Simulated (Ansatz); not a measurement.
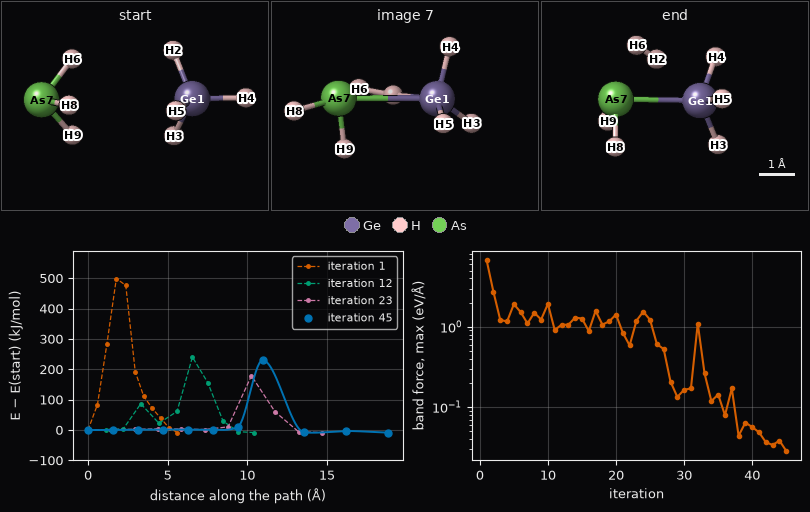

A nudged-elastic-band calculation for GeAsH$_{7}$, made up of GeH4 and AsH3. Images are numbered from 0 (start) to 10 (end). The plot follows the band through its iterations. The picture is a ball-and-stick view, seen face on.

Theory: RKS PBE0-D4/def2-SVP (Ansatz 0.2.0). Set-up: 9 movable images; climbing image; force threshold 0.03 eV/Å; iteration limit 60; starting path through a guess of the saddle point.

> How did the profile develop, and is the result final?

The run is converged, with reservations. The band converged in 45 iterations. The largest component of the band force went from 6.7 to 0.028 eV/Å. The climbing image converged on the top of the path. Its vibrational analysis gives one imaginary mode (1233i cm⁻¹), as a transition state must have. The first iteration put the highest image at 499.1 kJ/mol. The highest point, image 7, lies 230.0 kJ/mol above the start and 238.2 kJ/mol above the end; the end is at −8.3 kJ/mol relative to the start.

Limits of the set-up: the start holds two separate molecules, 2.9 Å apart at their closest, whose relative position is a soft coordinate.

The run took 17 min on 2 threads of Arm Neoverse V1, with other jobs on the host, peak memory 0.24 GiB.
